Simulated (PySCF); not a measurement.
# AlBNH4F (SMILES [NH2][AlH][BH]F): revPBE/def2-SVPD

What is the energy change on altering one bond length of AlBNH4F at revPBE/def2-SVPD? Input form: a Python script.

The calculation is run with PySCF 2.14.0.

1 further run of the same task is left out (set aside as unsound or not needed).

## Step 1: The system as given

AlBNH4F has 8 atoms, charge 0, and is taken as a singlet. As SMILES, `[NH2][AlH][BH]F`. The shape is that of a PBE0-D4/def2-TZVP optimisation. This is one conformer, not always the lowest.

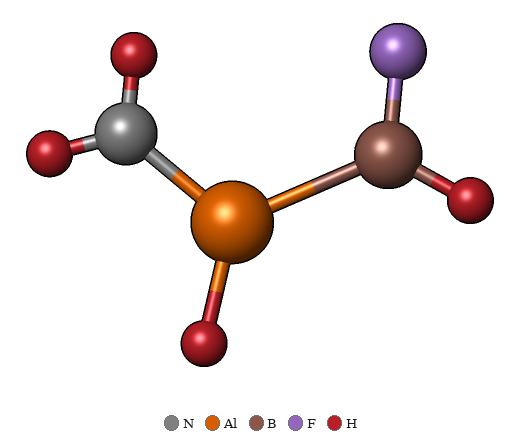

Viewed from a chosen angle; nitrogen grey, aluminium orange, boron brown, fluorine purple, hydrogen red.

## Step 2: The energy at revPBE/def2-SVPD

Input file run.py:

```python
# [NH2][AlH][BH]F
from pyscf import gto, dft

mol = gto.M(
    atom=[
    ('N', (-1.034900, 1.238000, 0.178100)),
    ('Al', (0.358400, 0.247200, 0.637000)),
    ('B', (0.824000, -1.438600, -0.645900)),
    ('F', (0.022100, -1.693000, -1.675500)),
    ('H', (-1.365500, 2.050100, 0.674400)),
    ('H', (-1.614500, 1.063500, -0.627700)),
    ('H', (1.149400, 0.679500, 1.946200)),
    ('H', (1.753200, -2.203800, -0.542400)),
],
    basis='def2-svpd',
    verbose=3,
    max_memory=1860,
)

calc0 = dft.RKS(mol)
calc0.xc = 'revpbe'
calc0.conv_tol = 1e-10
calc0.grids.level = 5
calc0.kernel()
if not calc0.converged:
    calc0 = calc0.newton().run(calc0.mo_coeff, calc0.mo_occ)

energy = calc0.e_tot
print('E(%s) = %.9f' % ('REVPBE', energy))
```

Launch:

```
$ OMP_NUM_THREADS=1 python run.py
```

Log:

```text
converged SCF energy = -424.01755393338
E(REVPBE) = -424.017553933
```

It took 28 s on 1 thread of Intel Xeon at 2.70GHz, shared host; peak memory 0.65 GiB.

## Step 3: The distorted shape, same level

Input file job.py:

```python
from pyscf import gto, dft

mol = gto.M(
    atom='''
N     -1.778266     1.850165     0.095299
Al    -0.384966     0.859365     0.554199
B      0.080634    -0.826435    -0.728701
F     -0.721266    -1.080835    -1.758301
H     -2.108866     2.662265     0.591599
H     -2.357866     1.675665    -0.710501
H      0.406034     1.291665     1.863399
H      1.753200    -2.203800    -0.542400
''',
    max_memory=1860,
    verbose=3,
    basis='def2-svpd',
)

ks = dft.RKS(mol)
ks.xc = 'revpbe'
ks.grids.level = 5
ks.conv_tol = 1e-10
ks.kernel()
if not ks.converged:
    ks = ks.newton().run(ks.mo_coeff, ks.mo_occ)

e_tot = ks.e_tot
print(f'total energy: {e_tot:.8f} hartree')
```

Launch:

```
$ OMP_NUM_THREADS=1 python job.py
```

Log:

```text
converged SCF energy = -423.923382577737
total energy: -423.92338258 hartree
```

It took 30 s on 1 thread of Intel Xeon at 2.70GHz, shared host; peak memory 0.65 GiB.

## Step 4: Summary of results

At revPBE/def2-SVPD:

```
                                                         quantity          value
                                        first shape: total energy  -424.01755 Eh
                                       first shape: dipole moment         0.99 D
                                         first shape: HOMO energy       -5.98 eV
                                         first shape: LUMO energy       -2.95 eV
                                       first shape: HOMO–LUMO gap        3.03 eV
                                    distorted shape: total energy  -423.92338 Eh
                                   distorted shape: dipole moment         3.61 D
                                     distorted shape: HOMO energy       -5.56 eV
                                     distorted shape: LUMO energy       -3.42 eV
                                   distorted shape: HOMO–LUMO gap        2.14 eV
energy change with the B3–H8 bond stretched from 1.208 to 2.175 Å       2.563 eV
```

**Reading.** With the B3–H8 bond stretched from 1.208 to 2.175 Å the energy rises by 2.56 eV (59 kcal/mol). The first shape isn't relaxed at this level, so the change isn't measured from a minimum. Mulliken charges (distorted shape) run from -0.30 on F4 to +0.31 on Al2; in a basis this large or diffuse they mean little.
